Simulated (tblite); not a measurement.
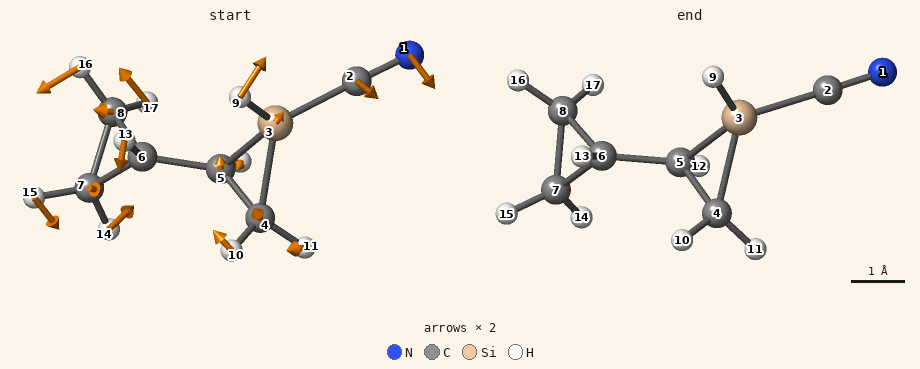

The structure of C6H9NSi before (left) and after (right) a relaxation, at one scale. The orange arrows give the displacements, magnified 2 times.

The picture is a ball-and-stick view, seen at a tilt.

Theory: GFN2-xTB geometry optimisation, gas phase (tblite). 

### What changed between the two?

The atom that moves furthest after the best rigid fit is H16 (0.50 Å). By element the largest moves are H 0.50 Å, N 0.41 Å, C 0.27 Å, Si 0.13 Å. Among the contacts that change: C7–H15 1.130 → 1.079 Å, C4–C5 1.490 → 1.538 Å, C5–H12 1.132 → 1.086 Å, C2–Si3 1.813 → 1.849 Å. Bond angles that change, for instance: C5–C6–C8 111.6° → 120.1°, C4–Si3–H9 115.9° → 123.8°, Si3–C5–C6 113.3° → 120.7°. Over 104 geometry steps the energy falls by 0.554 eV. The run took 1.3 s on 1 thread of Arm Neoverse N1 (shared host).
